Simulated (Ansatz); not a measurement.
**BSiH3+ (quartet): wave-function methods side by side, cc-pVTZ**

Aim: climb from Hartree-Fock through coupled cluster for BSiH3+ (quartet) at one geometry and basis, and see what each rung misses.

Computed with Ansatz 0.2.0, Gaussian basis. Level: cc-pVTZ, core rule «outside noble gas», up to 6 orbitals frozen.

Plan: UHF; CCSD(T) on ROHF; CCSD(T) on UHF; BCCD(T) on ROHF; CCSDT(Q) on ROHF; CCSDT(Q) on UHF.

8 further runs of the same task are left out: 2 for a known fault of the program, 6 set aside as unsound or not needed.

### 1 The system

The geometry is a PBE0/def2-TZVP stationary point (not a proven minimum) of the parent state, kept for this charge and spin.

5 atoms, charge 1, spin multiplicity 4.

Atoms are counted from 1 here; the program's logs count them from 0.

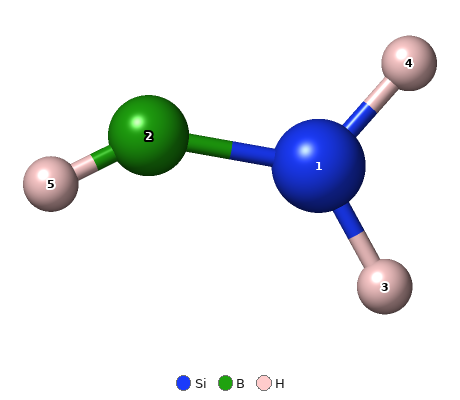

The structure; silicon blue, boron green, hydrogen pink; atoms are numbered from 1 in the order of the file.

### 2 UHF

File in.yaml:

```yaml
crystal:
  periodic: [false, false, false]
  atoms:
    - {symbol: Si, position_ang: [0.000000, 0.028764, 0.511008]}
    - {symbol: B, position_ang: [0.000000, -0.129527, -1.361590]}
    - {symbol: H, position_ang: [0.000000, 1.263163, 1.346633]}
    - {symbol: H, position_ang: [0.000000, -1.163262, 1.392206]}
    - {symbol: H, position_ang: [0.000000, 0.487893, -2.373513]}
basis:
  gaussian: {orbitals: cc-pVTZ}
total_charge: 1
magnetization: {spin_polarized: true, initial_magnetization: 3}
hamiltonian: {xc: hf}
output: {orbitals: {seedname: orbitals}}
```

Command:

```
ansatz run in.yaml --threads 1 --pin off --events-out ev --progress --plain --max-ram 2816MiB --backend cpu
```

The runs that follow: CCSD(T) on ROHF; CCSD(T) on UHF; BCCD(T) on ROHF; CCSDT(Q) on ROHF; CCSDT(Q) on UHF.

Q: Predict the results of all the runs planned. Wanted: UCCSDT(Q) below the RHF energy; RMP2 from UCCSDT(Q); UMP2 from UCCSDT(Q); RCCSD from UCCSDT(Q); RCCSD(T) from UCCSDT(Q); UCCSD(T) from UCCSDT(Q); RCCSDT(Q) from UCCSDT(Q); T1 diagnostic.

As calculated:

```
                         quantity                      value
   UCCSDT(Q) below the RHF energy                 -5.5777 eV
              RMP2 from UCCSDT(Q)            +31.11 kcal/mol
              UMP2 from UCCSDT(Q)            +30.83 kcal/mol
             RCCSD from UCCSDT(Q)             +6.29 kcal/mol
          RCCSD(T) from UCCSDT(Q)             +1.49 kcal/mol
          UCCSD(T) from UCCSDT(Q)             +1.47 kcal/mol
         RCCSDT(Q) from UCCSDT(Q)             +0.07 kcal/mol
levels within 1 kcal/mol (43 meV)  RCCSDT, UCCSDT, RCCSDT(Q)
                    T1 diagnostic                      0.048
```

RCCSD(T) lands +1.49 kcal/mol from the yardstick (1.2 % of the correlation energy). These misses are within one basis, not against nature; the frozen cores of restricted and unrestricted runs differ, which can shift their rows.
